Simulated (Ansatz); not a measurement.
# Gap against strain: SiC wire along [111], 24 atoms a period, H-terminated

**Method.** Ansatz 0.2.0, plane waves with PAW datasets, PBE, Fermi-Dirac smearing of 0.05 eV, no spin-orbit coupling. The period is scaled from its relaxed value of 7.695 Å and the atoms relax, within the symmetry of the start, at each strain ε (in %); gaps, in eV, are read on a band path.

```
period (Å)  energy (eV a cell)  place of the conduction minimum (Γ = 0, Z = 1)   ε    gap
     7.387              +0.447                                            0.00  −4  3.932
     7.541              +0.111                                            0.00  −2  4.011
     7.695               0.000                                            0.00   0  4.057
     8.003              +0.379                                            0.00   4  4.116
     8.157              +0.833                                            0.00   6  4.109
```

One run is withheld: period (Å) = 7.849, with ε = 2. Fit a straight line gap = a + b × ε to the 5 rows shown and predict it.

**Fit.** The means are 0.8 for ε and 4.045 for gap. The sum of products of deviations is 1.191 and the sum of squares in ε is 68.8, so b = 1.191 / 68.8 = 0.01731 and a = 4.045 − (0.01731) × 0.8 = 4.031. The residuals' standard deviation, with 3 degrees of freedom, is σ = 0.03.

**Prediction.** gap = 4.031 + (0.01731) × 2 = 4.066. The run gave 4.096, so the prediction less the run is −0.03. The standard error of a prediction there, σ√(1 + 1/5 + (2 − 0.8)²/68.8), is 0.033, and the miss is 0.91 times that, for a point between the fitted rows. With so few rows σ is itself uncertain.

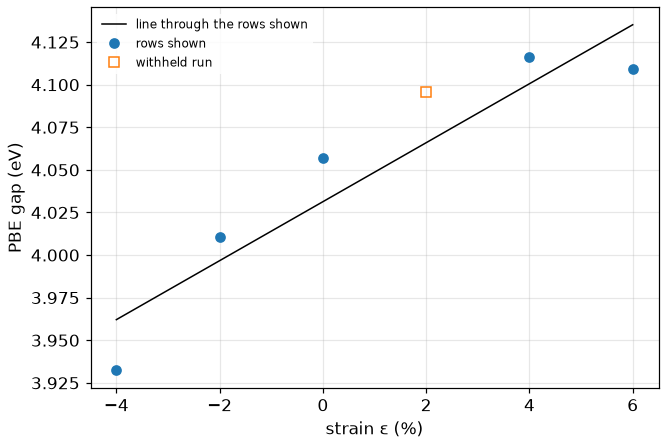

The fitted line, the rows shown and the withheld run.

The gap does not move one way: it turns somewhere between ε = 2 and 6 %, and the true extreme can lie between the rows, beyond the values shown.

**Limits.** Kohn-Sham gaps of a wire among periodic images, which in a check on one flat ribbon (7 Å apart) lowered the gap by 0.2 eV and flattened the slope; the slope b × 100 is a mean deformation potential of the gap, in eV per unit strain. Between neighbouring runs it lies between −0.3 and 3.9 eV, so a bend, a kink or scatter between runs makes one line a rough account. The unstrained row comes from a denser mesh than the others, which shifts its energy a little. Series of this kind are told only where this holds: a gap at every strain (compound wires with polar facets were set aside first). 88 of 101 did.

[Logs are printed without paths, hosts, clocks, repeated set-up lines and the standing remarks that a program may print on its own settings, such as how far it seeks lower states.]
